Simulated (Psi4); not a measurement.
# doublet CH3In+ at 5 levels

Wanted: a comparison of 5 runs (UHF/def2-SVPD, U-revPBE/def2-SVPD, USVWN5/def2-SVPD, UCCSD/def2-SVPD, UCCSD(T)/def2-SVPD) of doublet CH3In+. 

The results are computed with Psi4 1.11.

4 further runs of the same task are left out: 4 that didn't finish.

### 1 The system as given

CH3In+ has 5 atoms, charge +1, and is taken as a doublet. As SMILES of the parent species, `C[In]`. The coordinates come from a PBE0-D4/def2-TZVP relaxation. That shape belongs to the parent species and isn't relaxed for this state.

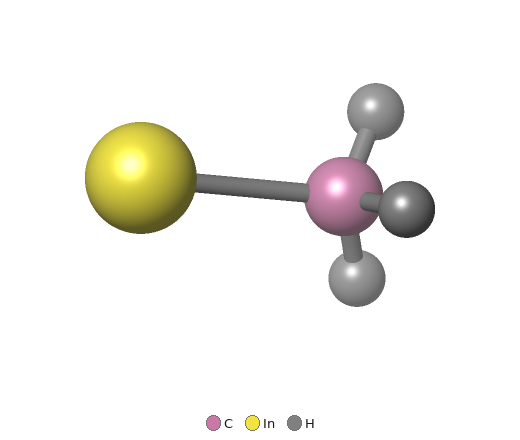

Viewed from a chosen angle; carbon pink, indium yellow, hydrogen grey.

### 2 The energy at UHF/def2-SVPD (core potential) (run 1)

calc.py

```python
import psi4

psi4.set_memory(2200000000)
psi4.set_num_threads(1)
psi4.set_output_file('psi4.out', False)

m = psi4.geometry("""
1 2
C     -0.182770     0.073150    -0.070580
In     1.772750    -0.709460     0.684610
H     -0.972960    -0.040920     0.680150
H     -0.502560    -0.460530    -0.972760
H     -0.114460     1.137770    -0.321410
units angstrom
symmetry c1
""")

psi4.set_options({
    'basis': 'def2-SVPD',
    'reference': 'uhf',
    'puream': True,
    'e_convergence': 1e-09,
    'd_convergence': 1e-08,
    'scf_type': 'pk',
    'maxiter': 100,
})

e_tot, wfn = psi4.energy('scf', molecule=m, return_wfn=True)
psi4.oeprop(wfn, 'MAYER_INDICES', 'DIPOLE', 'LOWDIN_CHARGES', title='SCF')
print(f'total energy {e_tot:.8f} hartree = {e_tot * 27.211386:.5f} eV')
```

Launch:

```
$ python calc.py
```

psi4.out:

```text
[...]
    !!!  WARNING: ECP capability is in beta. Please check occupations closely.  !!!
[...]
  Running in c1 symmetry.
[...]
  Nuclear repulsion =   51.184425989980873
[...]
  Multiplicity = 2
[...]
  Nalpha       = 15
  Nbeta        = 14
[...]
    Number of basis functions: 76
[...]
   @UHF iter   1:  -228.41283487032814   -8.83305e-01   5.50271e-03 ADIIS/DIIS
[...]
   @UHF iter  14:  -228.54789180102449   -3.41061e-11   8.86848e-09 DIIS
[...]
   @S^2 Observed:                8.048490525E-01
[...]
  @UHF Final Energy:  -228.54789180102449
   => Energetics <=
    Nuclear Repulsion Energy =             51.1844259899808733
    One-Electron Energy =                -482.2256347396343585
    Two-Electron Energy =                 202.4933169486290012
    Total Energy =                       -228.5478918010244911
  UHF NO Occupations:
  HONO-2 :   13  A 1.9993440
  HONO-1 :   14  A 1.9740197
[...]
 Multipole Moments:
 ------------------------------------------------------------------------------------
     Multipole            Electronic (a.u.)      Nuclear  (a.u.)        Total (a.u.)
 ------------------------------------------------------------------------------------
 L = 1.  Multiply by 2.5417464519 to convert [e a0] to [Debye]
 Dipole X            :         21.5985984          -21.9500307           -0.3514323
 Dipole Y            :         -8.6438641            8.7845070            0.1406429
 Dipole Z            :          8.3410325           -8.4767504           -0.1357179
 Magnitude           :                                                    0.4021249
[...]
```

The script printed:

```text
total energy -228.54789180 hartree = -6219.10490 eV
```

Wall time 12 s (1 thread of Intel Xeon at 2.50GHz (Skylake/Cascade Lake), shared host); peak memory 0.25 GiB.

### 3 A single-point energy at U-revPBE/def2-SVPD (core potential) (run 2)

input.in

```
memory 2.2 GB

molecule mol {
  1 2
  C
  In 1 R2
  H 1 R3 2 A3
  H 1 R4 3 A4 2 D4
  H 1 R5 3 A5 4 D5

  R2 = 2.237599
  R3 = 1.095905
  A3 = 111.2562
  R4 = 1.095905
  A4 = 107.62869
  D4 = 122.12592
  R5 = 1.0959
  A5 = 107.62891
  D5 = 115.74742
  symmetry c1
  no_reorient
  no_com
}

set {
  reference uks
  puream true
  e_convergence 1e-09
  d_convergence 1e-08
  scf_type pk
  dft_radial_points 99
  dft_spherical_points 590
  maxiter 100
}

energy_value = energy("revpbe/def2-SVPD")
print_variables()
```

Launch:

```
$ psi4 -n 1 input.in input.out
```

input.out:

```text
[...]
    !!!  WARNING: ECP capability is in beta. Please check occupations closely.  !!!
[...]
  Running in c1 symmetry.
[...]
  Nuclear repulsion =   51.184427394875740
[...]
  Multiplicity = 2
[...]
  Nalpha       = 15
  Nbeta        = 14
[...]
    Number of basis functions: 76
[...]
   @UKS iter   1:  -229.43274547572389   -3.75271e-01   1.03541e-02 DIIS/ADIIS
[...]
   @UKS iter  13:  -229.77402991847563   -1.79057e-12   1.83348e-09 DIIS
[...]
   @S^2 Observed:                7.551625613E-01
[...]
  @UKS Final Energy:  -229.77402991847563
   => Energetics <=
    Nuclear Repulsion Energy =             51.1844273948757404
    One-Electron Energy =                -482.1791318601955254
    Two-Electron Energy =                 224.2431768346715728
    DFT Exchange-Correlation Energy =     -23.0225022878274324
    Empirical Dispersion Energy =           0.0000000000000000
    VV10 Nonlocal Energy =                  0.0000000000000000
    Total Energy =                       -229.7740299184756338
[...]
 Multipole Moments:
 ------------------------------------------------------------------------------------
     Multipole            Electronic (a.u.)      Nuclear  (a.u.)        Total (a.u.)
 ------------------------------------------------------------------------------------
 L = 1.  Multiply by 2.5417464519 to convert [e a0] to [Debye]
 Dipole X            :          0.0000157           -0.0000178           -0.0000021
 Dipole Y            :          0.0000001           -0.0000002           -0.0000000
 Dipole Z            :         24.6221986          -25.1162645           -0.4940659
 Magnitude           :                                                    0.4940659
[...]
```

It took 32 s on 1 thread of Intel Xeon at 2.50GHz (Skylake/Cascade Lake), shared host; peak memory 0.88 GiB.

Run 3 isn't shown in full; the table further down has it.

### 4 The energy at UCCSD/def2-SVPD (core potential) (run 4)

ch3in.xyz

```xyz
5
CH3In
C     -0.182770     0.073150    -0.070580
In     1.772750    -0.709460     0.684610
H     -0.972960    -0.040920     0.680150
H     -0.502560    -0.460530    -0.972760
H     -0.114460     1.137770    -0.321410
```

run.py

```python
import psi4

psi4.set_memory(2200000000)
psi4.set_num_threads(1)
psi4.set_output_file('run.log', False)

with open('ch3in.xyz') as f:
    atoms = ''.join(f.readlines()[2:])
mol = psi4.geometry('1 2\n' + atoms + 'symmetry c1\nno_reorient\nno_com')

options = {'basis': 'def2-SVPD', 'reference': 'uhf', 'puream': True, 'e_convergence': 1e-09, 'd_convergence': 1e-08, 'scf_type': 'pk', 'num_frozen_docc': 5, 'maxiter': 100}
psi4.set_options(options)

energy_value, wavefunction = psi4.energy('ccsd', molecule=mol, return_wfn=True)
print(f'ccsd energy: {energy_value:.10f} Eh')
for k, v in sorted(psi4.core.scalar_variables().items()):
    print(f'{k:45s} {v:18.10f}')
```

Launch:

```
$ python run.py
```

run.log:

```text
[...]
    !!!  WARNING: ECP capability is in beta. Please check occupations closely.  !!!
[...]
  Running in c1 symmetry.
[...]
  Nuclear repulsion =   51.184425989980888
[...]
  Multiplicity = 2
[...]
  Nalpha       = 15
  Nbeta        = 14
[...]
    Number of basis functions: 76
[...]
   @UHF iter   1:  -228.40832110565344   -9.08012e-01   5.61127e-03 DIIS/ADIIS
[...]
   @UHF iter  14:  -228.54789180102449   -3.43050e-11   9.07504e-09 DIIS
[...]
   @S^2 Observed:                8.048490547E-01
[...]
  @UHF Final Energy:  -228.54789180102449
   => Energetics <=
    Nuclear Repulsion Energy =             51.1844259899808876
    One-Electron Energy =                -482.2256346920678425
    Two-Electron Energy =                 202.4933169010624852
    Total Energy =                       -228.5478918010244911
  UHF NO Occupations:
  HONO-2 :   13  A 1.9993440
  HONO-1 :   14  A 1.9740197
[...]
 Multipole Moments:
 ------------------------------------------------------------------------------------
     Multipole            Electronic (a.u.)      Nuclear  (a.u.)        Total (a.u.)
 ------------------------------------------------------------------------------------
 L = 1.  Multiply by 2.5417464519 to convert [e a0] to [Debye]
 Dipole X            :        -62.7173009           65.2733136            2.5560127
 Dipole Y            :         25.0995917          -26.1225157           -1.0229241
 Dipole Z            :        -24.2205475           25.2076426            0.9870951
 Magnitude           :                                                    2.9247105
[...]
      * MP2 total energy                      = -228.744733181934350
[...]
      * CCSD total energy                     = -228.775041248961941
```

Standard output:

```text
ccsd energy: -228.7750412490 Eh
CC D1 DIAGNOSTIC                                    0.0000000000
CC D2 DIAGNOSTIC                                    0.0000000000
CC NEW D1 DIAGNOSTIC                                0.0000000000
CC T1 DIAGNOSTIC                                    0.0193840142
CCSD CORRELATION ENERGY                            -0.2271494479
CCSD DOUBLES ENERGY                                -0.2271494479
CCSD ITERATIONS                                    17.0000000000
CCSD OPPOSITE-SPIN CORRELATION ENERGY              -0.1849939849
CCSD SAME-SPIN CORRELATION ENERGY                  -0.0421554631
CCSD SINGLES ENERGY                                 0.0000000000
CCSD TOTAL ENERGY                                -228.7750412490
CURRENT CORRELATION ENERGY                         -0.2271494479
CURRENT ENERGY                                   -228.7750412490
CURRENT REFERENCE ENERGY                         -228.5478918010
DD SOLVATION ENERGY                                 0.0000000000
HF KINETIC ENERGY                                 112.5654930240
HF POTENTIAL ENERGY                              -341.1133848250
HF TOTAL ENERGY                                  -228.5478918010
HF VIRIAL RATIO                                     3.0303548242
MP2 CORRELATION ENERGY                             -0.1968413809
MP2 DOUBLES ENERGY                                 -0.1968413809
MP2 OPPOSITE-SPIN CORRELATION ENERGY               -0.1539913450
MP2 SAME-SPIN CORRELATION ENERGY                   -0.0428500359
MP2 SINGLES ENERGY                                 -0.0000000000
MP2 TOTAL ENERGY                                 -228.7447331819
NUCLEAR REPULSION ENERGY                           51.1844259900
ONE-ELECTRON ENERGY                              -482.2256346921
PCM POLARIZATION ENERGY                             0.0000000000
PE ENERGY                                           0.0000000000
SCF ITERATION ENERGY                             -228.5478918010
SCF ITERATIONS                                     14.0000000000
SCF TOTAL ENERGY                                 -228.5478918010
TWO-ELECTRON ENERGY                               202.4933169011
```

Run time: 3.1 min. Hardware: 1 thread of Intel Xeon at 2.50GHz (Skylake/Cascade Lake), shared host; peak memory 0.45 GiB.

### 5 The energy at UCCSD(T)/def2-SVPD (core potential) (run 5)

calc.in

```
memory 2.2 GB

molecule {
  1 2
  C
  In 1 R2
  H 1 R3 2 A3
  H 1 R4 3 A4 2 D4
  H 1 R5 3 A5 4 D5

  R2 = 2.237599
  R3 = 1.095905
  A3 = 111.2562
  R4 = 1.095905
  A4 = 107.62869
  D4 = 122.12592
  R5 = 1.0959
  A5 = 107.62891
  D5 = 115.74742
  units angstrom
  symmetry c1
  no_reorient
  no_com
}

set reference uhf
set puream true
set e_convergence 1e-09
set d_convergence 1e-08
set scf_type pk
set num_frozen_docc 5
set maxiter 100

energy("ccsd(t)/def2-SVPD")
```

Launch:

```
$ psi4 -n 1 calc.in calc.out
```

calc.out:

```text
[...]
    !!!  WARNING: ECP capability is in beta. Please check occupations closely.  !!!
[...]
  Running in c1 symmetry.
[...]
  Nuclear repulsion =   51.184427394875740
[...]
  Multiplicity = 2
[...]
  Nalpha       = 15
  Nbeta        = 14
[...]
    Number of basis functions: 76
[...]
   @UHF iter   1:  -228.41387910859243   -8.77962e-01   5.47715e-03 ADIIS/DIIS
[...]
   @UHF iter  14:  -228.54789180975521   -3.38503e-11   8.72238e-09 DIIS
[...]
   @S^2 Observed:                8.048490600E-01
[...]
  @UHF Final Energy:  -228.54789180975521
   => Energetics <=
    Nuclear Repulsion Energy =             51.1844273948757404
    One-Electron Energy =                -482.2256371888407784
    Two-Electron Energy =                 202.4933179842098241
    Total Energy =                       -228.5478918097552139
  UHF NO Occupations:
  HONO-2 :   13  A 1.9993440
  HONO-1 :   14  A 1.9740196
[...]
 Multipole Moments:
 ------------------------------------------------------------------------------------
     Multipole            Electronic (a.u.)      Nuclear  (a.u.)        Total (a.u.)
 ------------------------------------------------------------------------------------
 L = 1.  Multiply by 2.5417464519 to convert [e a0] to [Debye]
 Dipole X            :          0.0000158           -0.0000178           -0.0000021
 Dipole Y            :          0.0000001           -0.0000002           -0.0000001
 Dipole Z            :         24.7141396          -25.1162645           -0.4021249
 Magnitude           :                                                    0.4021249
[...]
      * MP2 total energy                      = -228.744733178480971
[...]
      * CCSD total energy                     = -228.775041246133071
[...]
      * CCSD(T) total energy                     = -228.782338268280029
[...]
```

It took 3.3 min on 1 thread of Intel Xeon at 2.50GHz (Skylake/Cascade Lake), shared host; peak memory 0.45 GiB.

### 6 All runs side by side

```
run                                level         integration grid      task  energy (Eh)  HOMO energy (eV)  LUMO energy (eV)   ⟨S²⟩  wall time
  1       UHF/def2-SVPD (core potential)                        –    energy  -228.547892            -15.26             -5.66  0.805       12 s
  2  U-revPBE/def2-SVPD (core potential)  99 radial × 590 angular    energy  -229.774030            -11.73            -10.41  0.755       32 s
  3    USVWN5/def2-SVPD (core potential)  99 radial × 590 angular  gradient  -229.015560            -11.90            -10.93  0.752       28 s
  4     UCCSD/def2-SVPD (core potential)                        –    energy  -228.775041            -15.26             -5.66  0.805    3.1 min
  5  UCCSD(T)/def2-SVPD (core potential)                        –    energy  -228.782338            -15.26             -5.66  0.805    3.3 min
```

### 7 What came out

```
                                                         quantity          value
                                              run 5: total energy  -228.78234 Eh
run 5: HOMO energy (Hartree–Fock orbitals) (highest over α and β)      -15.26 eV
 run 5: LUMO energy (Hartree–Fock orbitals) (lowest over α and β)       -5.66 eV
               run 5: correlation energy (5 core orbitals frozen)     -234.4 mEh
                                            run 5: (T) correction      -7.30 mEh
                         run 5: ⟨S²⟩ of the reference determinant          0.805
                                             run 5: T1 diagnostic          0.019
```

**Reading.** Below the UHF energy at the same shape and in the same basis (def2-SVPD): UCCSD -227.1 mEh; UCCSD(T) -234.4 mEh. Totals of different functionals can't be ranked against each other. All runs together took 7.6 min, the longest 3.3 min.
